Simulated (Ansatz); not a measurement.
# H2S2 at 6 levels

We compute a comparison of 6 runs (HF/STO-3G, UHF/STO-3G, BLYP/STO-3G, CAM-B3LYP/STO-3G, UPBE/STO-3G, UMP2/STO-3G) of H2S2. 

Program for the calculation: Ansatz 0.2.0.

29 further runs of the same task are left out: 29 set aside as unsound or not needed.

## (1) The structure to begin with

H2S2: 4 atoms, total charge 0, spin state singlet. The H4–S2 distance was set to 1.675 Å, away from the relaxed value.

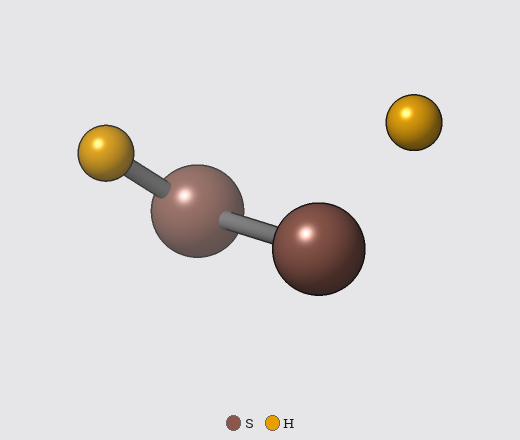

Viewed from a chosen angle; sulfur brown, hydrogen amber.

## (2) The energy at HF/STO-3G (run 1)

job.yaml

```yaml
crystal:
  periodic: [false, false, false]
  atoms:
    - {symbol: S, position_ang: [-0.568770, -0.300471, -1.112032]}
    - {symbol: S, position_ang: [-0.563900, 0.928859, 0.522588]}
    - {symbol: H, position_ang: [0.565490, 0.133499, -1.677822]}
    - {symbol: H, position_ang: [0.143010, -0.127830, 1.612990]}
basis:
  gaussian:
    orbitals: STO-3G
hamiltonian:
  xc: hf
accuracy: high
```

On the command line:

```sh
ansatz run job.yaml --threads 1 --pin off --max-ram 2610MiB --events-out events.jsonl --progress --plain --runs-dir runs
```

The program printed:

```text
Warning: RAYON_NUM_THREADS=1 ignored (pool sized by the plan → 1); use --threads N
Functional definition: HF
  name "HF"
  exchange = exact_x
  correlation = 0
344 factors; integrals over basis functions are off by at most 1.4e-8 eV
mean field evaluation 1: about -21426.8711 eV, gradient 8.9e0 eV
mean field evaluation 2: about -21426.9127 eV, gradient 8.9e0 eV
mean field evaluation 4: about -21427.3356 eV, gradient 3.4e-1 eV
mean field evaluation 8: about -21427.3361 eV, gradient 6.7e-7 eV
mean field -21427.33606867 eV, -787.4400765536 hartree, gradient 4.0e-8 eV, S^2 0.000000; 0 other end points of the search recorded, 0 dependent functions left out
reference -21427.33606867 eV, -787.4400765536 hartree; 17, 17 occupied and 3, 3 virtual orbitals, 344 factors
Total energy: -21427.33606867 eV, -787.4400765536 hartree
```

It took 0.12 s on 1 thread of Arm Neoverse V1, shared host.

## (3) A single-point energy at UHF/STO-3G (run 2)

input.yaml

```yaml
crystal:
  periodic: [false, false, false]
  atoms:
    - {symbol: S, position_ang: [-0.568770, -0.300471, -1.112032]}
    - {symbol: S, position_ang: [-0.563900, 0.928859, 0.522588]}
    - {symbol: H, position_ang: [0.565490, 0.133499, -1.677822]}
    - {symbol: H, position_ang: [0.143010, -0.127830, 1.612990]}
basis:
  gaussian:
    orbitals: STO-3G
total_charge: 0
magnetization:
  spin_polarized: true
  initial_magnetization: 0
hamiltonian:
  xc: hf
accuracy: high
```

On the command line:

```sh
ansatz run input.yaml --threads 1 --pin off --max-ram 2610MiB --events-out events.jsonl --progress --plain --runs-dir runs
```

The program printed:

```text
Warning: RAYON_NUM_THREADS=1 ignored (pool sized by the plan → 1); use --threads N
[... 4 set-up lines as earlier in the session ...]
344 factors; integrals over basis functions are off by at most 1.4e-8 eV
mean field evaluation 1: about -21426.8711 eV, gradient 6.3e0 eV
mean field evaluation 2: about -21426.9127 eV, gradient 6.3e0 eV
mean field evaluation 4: about -21427.3356 eV, gradient 2.4e-1 eV
mean field evaluation 8: about -21427.3361 eV, gradient 1.4e-5 eV
mean field evaluation 16: about -21427.3090 eV, gradient 3.6e-1 eV
mean field -21427.33606867 eV, -787.4400765536 hartree, gradient 2.7e-8 eV, S^2 0.000000; 0 other end points of the search recorded, 0 dependent functions left out
reference -21427.33606867 eV, -787.4400765536 hartree; 17, 17 occupied and 3, 3 virtual orbitals, 344 factors
Total energy: -21427.33606867 eV, -787.4400765536 hartree
```

Wall time 0.14 s (1 thread of Arm Neoverse V1, shared host).

Runs 3 to 4 aren't shown in full; the table further down has their settings and results.

## (4) A single-point energy at UPBE/STO-3G (run 5)

molecule.yaml

```yaml
crystal:
  periodic: [false, false, false]
  atoms:
    - {symbol: S, position_ang: [-0.568770, -0.300471, -1.112032]}
    - {symbol: S, position_ang: [-0.563900, 0.928859, 0.522588]}
    - {symbol: H, position_ang: [0.565490, 0.133499, -1.677822]}
    - {symbol: H, position_ang: [0.143010, -0.127830, 1.612990]}
basis:
  gaussian: {orbitals: STO-3G}
accuracy: high
magnetization: {spin_polarized: true, initial_magnetization: 0}
hamiltonian: {xc: pbe}
```

On the command line:

```sh
ansatz run molecule.yaml --threads 1 --pin off --max-ram 2610MiB --events-out events.jsonl --progress --plain --runs-dir runs
```

The program printed:

```text
Warning: RAYON_NUM_THREADS=1 ignored (pool sized by the plan → 1); use --threads N
Functional definition: PBE
  name "PBE"
  parameter kappa = 0.804
  parameter beta = 0.06672455060314922
  exchange = pbe_x(kappa = kappa, mu = beta*pi^2/3)
  correlation = pbe_c(beta = beta)
344 factors; integrals over basis functions are off by at most 1.4e-8 eV
mean field evaluation 1: about -21451.3354 eV, gradient 4.2e0 eV
mean field evaluation 2: about -21451.3275 eV, gradient 4.2e0 eV
mean field evaluation 4: about -21451.5163 eV, gradient 2.0e-1 eV
mean field evaluation 8: about -21451.4826 eV, gradient 2.0e-3 eV
mean field evaluation 16: about -21451.4826 eV, gradient 2.0e-8 eV
mean field -21451.48260656 eV, -788.3274454539 hartree, gradient 2.0e-8 eV, S^2 0.000000; 0 other end points of the search recorded, 0 dependent functions left out
reference -21451.48260816 eV, -788.3274455127 hartree; 17, 17 occupied and 3, 3 virtual orbitals, 344 factors
Total energy: -21451.48260816 eV, -788.3274455127 hartree
```

It took 1.6 s on 1 thread of Arm Neoverse V1, shared host; peak memory 0.12 GiB.

## (5) The energy at UMP2/STO-3G (run 6)

run.yaml

```yaml
crystal:
  periodic: [false, false, false]
  atoms:
    - {symbol: S, position_ang: [-0.568770, -0.300471, -1.112032]}
    - {symbol: S, position_ang: [-0.563900, 0.928859, 0.522588]}
    - {symbol: H, position_ang: [0.565490, 0.133499, -1.677822]}
    - {symbol: H, position_ang: [0.143010, -0.127830, 1.612990]}
basis:
  gaussian: {orbitals: STO-3G}
correlation: {method: mp2, frozen_orbitals: {H: 0, S: 5}}
magnetization: {spin_polarized: true, initial_magnetization: 0}
accuracy: high
```

On the command line:

```sh
ansatz run run.yaml --threads 1 --pin off --max-ram 2610MiB --events-out events.jsonl --progress --plain --runs-dir runs
```

The program printed:

```text
Warning: RAYON_NUM_THREADS=1 ignored (pool sized by the plan → 1); use --threads N
[... 4 set-up lines as earlier in the session ...]
344 factors; integrals over basis functions are off by at most 1.4e-8 eV
mean field evaluation 1: about -21426.8711 eV, gradient 6.3e0 eV
mean field evaluation 2: about -21426.9127 eV, gradient 6.3e0 eV
mean field evaluation 4: about -21427.3356 eV, gradient 2.4e-1 eV
mean field evaluation 8: about -21427.3361 eV, gradient 1.4e-5 eV
mean field evaluation 16: about -21425.6348 eV, gradient 7.5e0 eV
mean field -21427.33606867 eV, -787.4400765536 hartree, gradient 2.7e-8 eV, S^2 0.000000; 2 other end points of the search recorded, 0 dependent functions left out
10 core orbitals not correlated: weight in the atoms' cores, before any rotation towards them, 1.000 or more for the frozen orbitals, at most 0.000 for the correlated occupied ones
reference -21427.33606867 eV, -787.4400765536 hartree; 7, 7 occupied and 3, 3 virtual orbitals, 344 factors
second order -1.60782379 eV of doubles, -0.00000000 eV of singles
Total energy: -21428.94389246 eV, -787.4991629882 hartree
```

Wall time 0.16 s (1 thread of Arm Neoverse V1, shared host).

## (6) The series

| run | level | frozen core orbitals | energy (Eh) | wall time |
| --- | --- | --- | --- | --- |
| 1 | HF/STO-3G | – | -787.440077 | 0.12 s |
| 2 | UHF/STO-3G | – | -787.440077 | 0.14 s |
| 3 | BLYP/STO-3G | – | -788.615553 | 0.97 s |
| 4 | CAM-B3LYP/STO-3G | – | -788.661932 | 1.1 s |
| 5 | UPBE/STO-3G | – | -788.327446 | 1.6 s |
| 6 | UMP2/STO-3G | 10 | -787.499163 | 0.16 s |

## (7) Summary of results

| quantity | value |
| --- | --- |
| run 6: total energy | -787.49916 Eh |
| run 6: correlation energy (10 core orbitals frozen) | -59.1 mEh |

What this shows: Totals of different functionals can't be ranked against each other. In runs 1, 2, 3, 4, 5, 6 the basis is minimal, so the values are rough. All runs together took 4.1 s, the longest 1.6 s.
